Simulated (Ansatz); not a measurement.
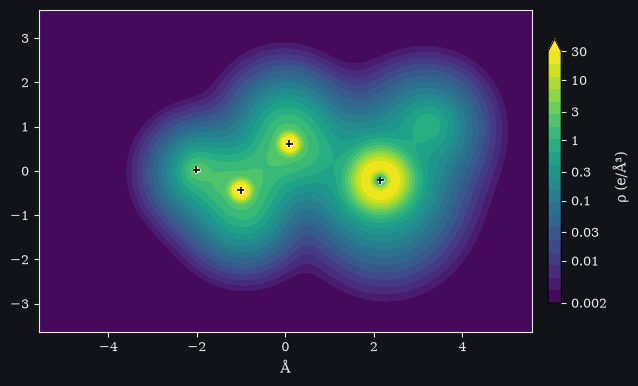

The electron density on a plane through atoms (crosses mark nuclei in the plane).

Computed with isolated molecule in a Gaussian basis; Kohn-Sham density functional theory, functional PBE0 in Ansatz 0.2.0.

Candidates:
A. C2H7Sn (doublet)
B. FHNNaOSi
C. BH3O3

### Which candidate gave the map?

Candidate A: C2H7Sn on the plane of atoms C1, C2 and Sn3, which holds C, Sn and H. C–C (1.53 Å): ρ at the midpoint is about 1.6 e/Å³. C–Sn (2.21 Å): ρ is about 0.64 e/Å³ halfway.
